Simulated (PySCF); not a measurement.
```yaml
atoms:
  - { symbol: C, position_ang: [3.9475, 0.5887, 0.4094] }
  - { symbol: O, position_ang: [2.7171, 0.0517, -0.0366] }
  - { symbol: C, position_ang: [1.6178, 0.5881, 0.5074] }
  - { symbol: O, position_ang: [1.6558, 1.4691, 1.3297] }
  - { symbol: C, position_ang: [0.3672, -0.0220, -0.0152] }
  - { symbol: C, position_ang: [0.3779, -1.0581, -0.9541] }
  - { symbol: C, position_ang: [-0.8322, -1.5861, -1.3931] }
  - { symbol: C, position_ang: [-2.0374, -1.0844, -0.9045] }
  - { symbol: C, position_ang: [-2.0656, -0.0429, 0.0322] }
  - { symbol: C, position_ang: [-3.3642, 0.5204, 0.5320] }
  - { symbol: C, position_ang: [-0.8456, 0.4748, 0.4698] }
  - { symbol: H, position_ang: [4.0337, 1.6513, 0.1363] }
  - { symbol: H, position_ang: [4.7347, 0.0067, -0.0844] }
  - { symbol: H, position_ang: [4.0391, 0.5077, 1.5025] }
  - { symbol: H, position_ang: [1.3294, -1.4407, -1.3248] }
  - { symbol: H, position_ang: [-0.8388, -2.4006, -2.1213] }
  - { symbol: H, position_ang: [-2.9808, -1.5117, -1.2561] }
  - { symbol: H, position_ang: [-3.7057, 1.3485, -0.1113] }
  - { symbol: H, position_ang: [-4.1591, -0.2393, 0.5370] }
  - { symbol: H, position_ang: [-3.2627, 0.9199, 1.5512] }
  - { symbol: H, position_ang: [-0.8099, 1.2825, 1.2051] }
```

Geometry: PBE0-D3(BJ)/def2-SVP.

Computed with CAM-B3LYP/def2-SVPD, SCF density, gas phase (PySCF 2.14.0).

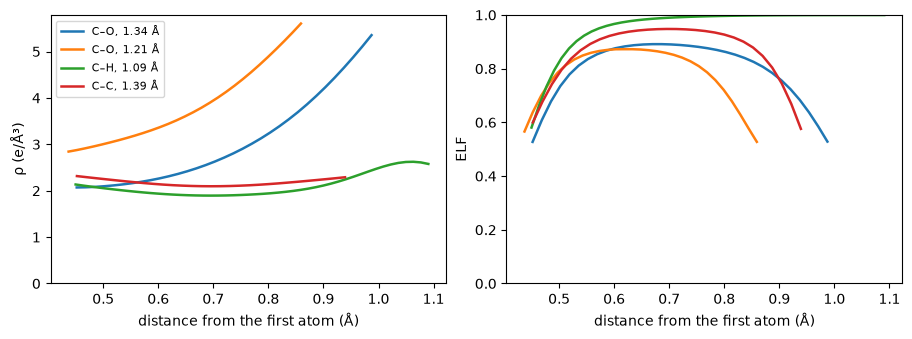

C9H10O2. Total electron density and ELF along straight lines between neighbouring atoms. The curves leave out the atomic cores.

What can be read from the curves?

Answer. C–O (1.34 Å): ρ at the midpoint is about 2.5 e/Å³; the ELF peaks at about 0.90 between the atoms; a polar covalent bond.
C–O (1.21 Å): ρ at the midpoint is about 3.4 e/Å³; the ELF peaks at about 0.85 between the atoms; a short, multiple covalent bond.
C–H (1.09 Å): the density is about 2 e/Å³ at the midpoint; the ELF climbs to about 1 towards the hydrogen, as it does in any bond to H: a covalent bond by its length.
C–C (1.39 Å): ρ at the midpoint is about 2.1 e/Å³; the ELF peaks at about 0.95 between the atoms; a covalent bond.
